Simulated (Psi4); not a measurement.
**SiH2O2 (SMILES O[Si]O): HF/cc-pwCVDZ (ddCOSMO n-heptane)**

Aim: the energy difference between two shapes of SiH2O2 at HF/cc-pwCVDZ (ddCOSMO n-heptane), from 2 runs. 

Program for the calculation: Psi4 1.11.

1 further run of the same task is left out (set aside as unsound or not needed).

## (1) The molecule

The species is SiH2O2 (5 atoms), meant as a singlet with charge 0. As SMILES, `O[Si]O`. The coordinates come from a PBE0-D4/def2-TZVP relaxation. This is one conformer, not always the lowest.

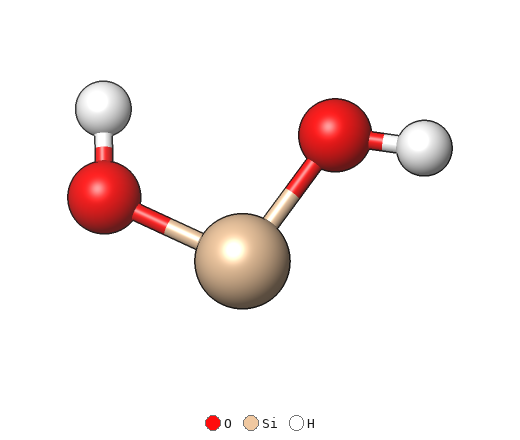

The structure, seen from a chosen angle (oxygen red, silicon light orange, hydrogen white).

## (2) The energy at HF/cc-pwCVDZ (ddCOSMO n-heptane)

Contents of input.json:

```json
{
  "schema_name": "qcschema_input",
  "schema_version": 1,
  "molecule": {
    "schema_name": "qcschema_molecule",
    "schema_version": 2,
    "symbols": ["O", "Si", "O", "H", "H"],
    "geometry": [-2.72725274, -0.19955508, -0.51967468, -0.40062194, -1.49534028, 1.07279752, 1.95775627, 0.35432365, 0.12963521, -2.32795361, 1.22624328, -1.58000001, 3.59255834, -0.02475541, 0.8190073],
    "molecular_charge": 0,
    "molecular_multiplicity": 1,
    "fix_symmetry": "c1"
  },
  "driver": "energy",
  "model": {
    "method": "scf",
    "basis": "cc-pwCVDZ"
  },
  "keywords": {
    "scf_type": "pk",
    "ddx": true,
    "ddx_model": "cosmo",
    "ddx_solvent": "heptane",
    "ddx_radii_set": "uff"
  }
}
```

On the command line:

```bash
$ psi4 --qcschema input.json -n 1 --memory 1600MB
```

stdout:

```text
[...]
  Running in c1 symmetry.
[...]
  Nuclear repulsion =  103.646253707904961
[...]
  Multiplicity = 1
[...]
  Nalpha       = 16
  Nbeta        = 16
[...]
    Number of basis functions: 73
[...]
   @RHF iter   1:  -439.77239321137574   -8.98093e-01   7.82152e-03 DIIS/ADIIS
[...]
   @RHF iter   8:  -439.89595446923869   -3.85939e-08   8.08014e-07 DIIS
[...]
    Orbital Energies [Eh]
    ---------------------
    Doubly Occupied:
       1A    -68.816561     2A    -20.565361     3A    -20.563090
       4A     -6.159112     5A     -4.262827     6A     -4.261214
       7A     -4.261010     8A     -1.360713     9A     -1.328794
      10A     -0.753352    11A     -0.705212    12A     -0.585050
      13A     -0.547945    14A     -0.547022    15A     -0.502144
      16A     -0.353751
[...]
  @RHF Final Energy:  -439.89595446923869
   => Energetics <=
    Nuclear Repulsion Energy =            103.6462537079049611
    One-Electron Energy =                -815.9268568953676777
    Two-Electron Energy =                 272.3886888911538335
    DD Solvation Energy =                 -0.0040401729298477
    Total Energy =                       -439.8959544692386885
[...]
 Multipole Moments:
 ------------------------------------------------------------------------------------
     Multipole            Electronic (a.u.)      Nuclear  (a.u.)        Total (a.u.)
 ------------------------------------------------------------------------------------
 L = 1.  Multiply by 2.5417464519 to convert [e a0] to [Debye]
 Dipole X            :         -0.2152987            0.9827718            0.7674731
 Dipole Y            :         -0.9320509            1.2000747            0.2680239
 Dipole Z            :          0.7031397           -0.7406014           -0.0374617
 Magnitude           :                                                    0.8137906
[...]
```

The result, in JSON:

```text
{
 "driver": "energy",
 "model": {
  "method": "scf",
  "basis": "cc-pwCVDZ"
 },
 "success": true,
 "return_result": -439.8959544692387,
 "properties": {
  "calcinfo_nbasis": 73,
  "calcinfo_nmo": 73,
  "calcinfo_nalpha": 16,
  "calcinfo_nbeta": 16,
  "calcinfo_natom": 5,
  "nuclear_repulsion_energy": 103.64625370790496,
  "return_energy": -439.8959544692387,
  "scf_one_electron_energy": -815.9268568953677,
  "scf_two_electron_energy": 272.38868889115383,
  "scf_dipole_moment": [0.7674730723834442, 0.2680238825124317, -0.0374617002563874],
  "scf_total_energy": -439.8959544692387,
  "scf_iterations": 8
 }
}
```

It took 6.9 s on 1 thread of Intel Xeon 6975P-C (Granite Rapids), shared host; peak memory 0.36 GiB.

## (3) The distorted shape

Contents of h2o2si.py:

```python
import psi4

psi4.set_memory(1600000000)
psi4.set_num_threads(1)
psi4.set_output_file('output.dat', False)

m = psi4.geometry("""
O     -2.71667406    -0.19515202    -0.48625488
Si    -0.32441873    -1.50004192     1.06452241
O      1.96622980     0.34942359     0.07222722
H     -2.32596562     1.15620247    -1.60954399
H      3.55874169    -0.02923406     0.77322491
units au
symmetry c1
""")

psi4.set_options({
    'basis': 'cc-pwCVDZ',
    'reference': 'rhf',
    'scf_type': 'pk',
    'ddx': True,
    'ddx_model': 'cosmo',
    'ddx_solvent': 'heptane',
    'ddx_radii_set': 'uff',
})

E = psi4.energy("hf")
print('E =', round(E, 9))
```

On the command line:

```bash
$ python h2o2si.py
```

output.dat:

```text
[...]
  Running in c1 symmetry.
[...]
  Nuclear repulsion =  103.946570005356236
[...]
  Multiplicity = 1
[...]
  Nalpha       = 16
  Nbeta        = 16
[...]
    Number of basis functions: 73
[...]
   @RHF iter   1:  -439.77207862390958   -8.70799e-01   7.84370e-03 DIIS/ADIIS
[...]
   @RHF iter   8:  -439.89581902612184   -3.37336e-08   7.46844e-07 DIIS
[...]
    Orbital Energies [Eh]
    ---------------------
    Doubly Occupied:
       1A    -68.816955     2A    -20.567841     3A    -20.559259
       4A     -6.159672     5A     -4.263436     6A     -4.261733
       7A     -4.261556     8A     -1.367496     9A     -1.331466
      10A     -0.757360    11A     -0.706730    12A     -0.594139
      13A     -0.549168    14A     -0.544740    15A     -0.502197
      16A     -0.355352
[...]
  @RHF Final Energy:  -439.89581902612184
   => Energetics <=
    Nuclear Repulsion Energy =            103.9465700053562358
    One-Electron Energy =                -816.4747884992931404
    Two-Electron Energy =                 272.6364835261585426
    DD Solvation Energy =                 -0.0040840583434562
    Total Energy =                       -439.8958190261218419
[...]
 Multipole Moments:
 ------------------------------------------------------------------------------------
     Multipole            Electronic (a.u.)      Nuclear  (a.u.)        Total (a.u.)
 ------------------------------------------------------------------------------------
 L = 1.  Multiply by 2.5417464519 to convert [e a0] to [Debye]
 Dipole X            :         -0.1154629            0.9287735            0.8133107
 Dipole Y            :         -0.9337556            1.1665436            0.2327880
 Dipole Z            :          0.7172317           -0.7668781           -0.0496463
 Magnitude           :                                                    0.8474251
[...]
```

On the terminal:

```text
E = -439.895819026
```

Wall time 6.6 s (1 thread of Intel Xeon 6975P-C (Granite Rapids), shared host); peak memory 0.36 GiB.

## (4) Outcome

Level: HF/cc-pwCVDZ (ddCOSMO n-heptane).

| quantity | value |
| --- | --- |
| first shape: total energy | -439.89595 Eh |
| first shape: dipole moment | 2.07 D |
| first shape: HOMO energy | -9.63 eV |
| first shape: LUMO energy | 2.39 eV |
| first shape: HOMO–LUMO gap | 12.01 eV |
| first shape: solvent term in the energy | -10.6 kJ/mol |
| distorted shape: total energy | -439.89582 Eh |
| distorted shape: dipole moment | 2.15 D |
| distorted shape: HOMO energy | -9.67 eV |
| distorted shape: LUMO energy | 2.37 eV |
| distorted shape: HOMO–LUMO gap | 12.04 eV |
| distorted shape: solvent term in the energy | -10.7 kJ/mol |
| energy change with the atoms displaced | 0.004 eV |

In words: With the atoms displaced the energy rises by 0.00 eV (0.4 kJ/mol). The first shape isn't relaxed at this level, so the change isn't measured from a minimum.
